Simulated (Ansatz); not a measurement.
How far to go with the plane-wave cutoff: Ge2W (I4mm, 3 atoms in the cell)

```yaml
crystal:
  lattice:
    - [-1.67060, 1.67060, 4.10924]
    - [1.67060, -1.67060, 4.10924]
    - [1.67060, 1.67060, -4.10924]
  atoms:
    - { symbol: Ge, position: [0.34367, 0.34367, 0.00000] }
    - { symbol: Ge, position: [0.66241, 0.66241, 0.00000] }
    - { symbol: W, position: [0.00000, 0.00000, 0.00000] }
```

Method: PBEsol, PAW files made with PBE (plane waves; Ansatz, a quantum-chemistry and plane-wave program).

Base settings: basis.ecutwfc = 420 eV; kpoints.mp_grid.grid = 8 8 8; hamiltonian.xc = pbesol; hamiltonian.pseudopotentials = {kind: paw} (the program's default PAW files); scf.occupations.method = gaussian; scf.occupations.width = 0.1 eV.

The second cell is the first with its lattice scaled by 0.98.

The mesh stays at the base's, so the ladder's end is converged at best in this setting alone.

The first pressure column holds Ansatz's estimate of the finite-basis (Pulay) stress, which hides part of the cutoff error; the other is without it.

Only quantities that move along the ladder and can be compared are tabulated.

The count of work is k-points × plane waves × bands × iterations; it is no time. 

The starting cell comes from a database of computed structures (which also holds hypothetical and non-ambient phases and stackings), without a prior relaxation at this level. Its lattice was rescaled by up to half a per cent. One atom was moved a little off its site on purpose. Spin polarisation is off. In the base run, with a pressure of about -4 GPa the cell is away from its equilibrium volume at this level.

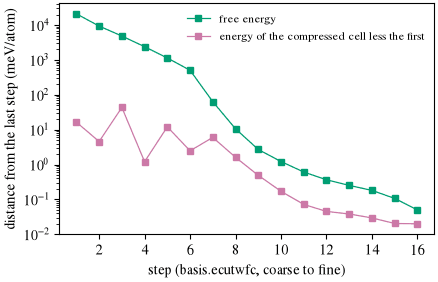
Figure: Distance from the last step along the ladder; very small values are drawn at a floor.

| basis.ecutwfc | free energy less the last step's (meV/atom) | energy of the compressed cell less the first (meV/atom) | pressure (GPa) | pressure without the Pulay estimate (GPa) | largest difference of a force vector from the last step's (eV/Å) | count of work / last |
|---|---|---|---|---|---|---|
| 145 eV | 21044.33 | -6.03 | 6.96 | -679.18 | 1.664 | 0.053 |
| 170 eV | 9400.46 | 15.03 | -3.13 | -370.30 | 0.198 | 0.055 |
| 190 eV | 4861.26 | -32.95 | -9.47 | -228.51 | 0.263 | 0.072 |
| 210 eV | 2405.93 | 11.67 | -7.82 | -135.78 | 0.056 | 0.080 |
| 230 eV | 1139.67 | -1.63 | -4.71 | -76.14 | 0.121 | 0.088 |
| 250 eV | 506.77 | 12.94 | -1.96 | -39.92 | 0.098 | 0.11 |
| 295 eV | 63.47 | 16.47 | -2.99 | -9.25 | 0.007 | 0.14 |
| 335 eV | 10.61 | 12.07 | -3.69 | -4.67 | 0.012 | 0.15 |
| 380 eV | 2.71 | 10.95 | -3.88 | -4.04 | 0.004 | 0.20 |
| 420 eV | 1.22 | 10.63 | -3.92 | -3.99 | 0.001 | 0.23 |
| 460 eV | 0.61 | 10.53 | -3.94 | -3.97 | 0.001 | 0.27 |
| 505 eV | 0.37 | 10.50 | -3.94 | -3.95 | 0.000 | 0.31 |
| 565 eV | 0.25 | 10.50 | -3.94 | -3.95 | 0.000 | 0.36 |
| 630 eV | 0.18 | 10.49 | -3.94 | -3.95 | 0.000 | 0.44 |
| 735 eV | 0.11 | 10.48 | -3.94 | -3.95 | 0.000 | 0.55 |
| 840 eV | 0.04 | 10.47 | -3.95 | -3.95 | 0.000 | 0.66 |
| 1010 eV | 0.00 | 10.46 | -3.95 | -3.95 | 0.000 | 1.0 |

Coarsest basis.ecutwfc that holds the pressure without the Pulay estimate within 0.2 GPa of the last step, with all finer ones: 380 eV, at 0.20 of the last step's count of work; the step before is off by 0.72 GPa.

Coarsest basis.ecutwfc that holds the pressure within 0.05 GPa of the last step, with all finer ones: 420 eV, at 0.23 of the last step's count of work; the step before is off by 0.07 GPa.

Coarsest basis.ecutwfc that holds the free energy within 5 meV/atom of the last step, with all finer ones: 380 eV, at 0.20 of the last step's count of work; the step before is off by 11 meV/atom.

The energy difference between the two cells stays within 1 meV/atom of the last step's from 380 eV on, the total only from 460 eV on: much of the error is common to both cells and cancels.

At the lowest cutoff the pressure without the Pulay estimate lies 675 GPa under the last step's, the usual sign of Pulay stress in an incomplete plane-wave basis.

Keys are those of Ansatz 0.2.
